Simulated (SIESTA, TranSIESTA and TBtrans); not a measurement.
System: Fe chain with one bond stretched by 1.5 Å. Leads: straight Fe chain, spacing 2.25 Å. Geometry: as built, not relaxed.

Method: TranSIESTA and TBtrans, PBE, DZP numerical orbitals (energy shift 0.15 eV), PseudoDojo norm-conserving scalar-relativistic potentials, mesh cutoff 200 Ry, 300 K, spin-polarised (collinear), no spin-orbit coupling; self-consistent non-equilibrium Green functions.

Energies count from the leads' Fermi level. Transmissions are for each spin. The energy step is 0.01 eV; narrower resonances are cut or missed.

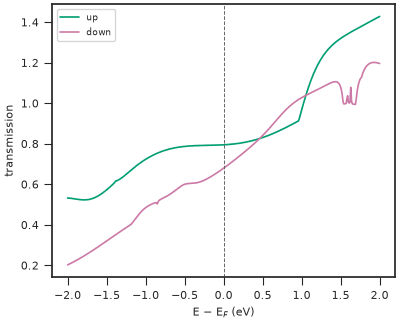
Figure. Transmission against energy

```tsv
E (eV)	T up	T down	lead channels up	down
-2.00	0.53	0.20	4	1
-1.80	0.52	0.24	4	1
-1.60	0.54	0.29	4	1
-1.40	0.61	0.35	4	1
-1.20	0.67	0.40	1	1
-1.00	0.72	0.48	1	3
-0.80	0.76	0.53	1	4
-0.60	0.78	0.58	1	4
-0.40	0.79	0.60	1	4
-0.20	0.79	0.63	1	4
0.00	0.79	0.68	1	4
0.20	0.80	0.74	1	4
0.40	0.82	0.80	1	band edge
0.60	0.84	0.88	1	band edge
0.80	0.88	0.97	1	4
1.00	0.97	1.03	3	4
1.20	1.18	1.07	3	4
1.40	1.29	1.10	3	4
1.60	1.34	1.00	3	2
1.80	1.39	1.16	3	3
2.00	1.43	1.20	3	3
```

The magnetic order of the leads was set by the start, and no other order was tried; the separate lead runs end at 3.39 (left) and 3.39 (right) μB an atom. The straight chain is held at its spacing; free chains may zigzag or dimerise.
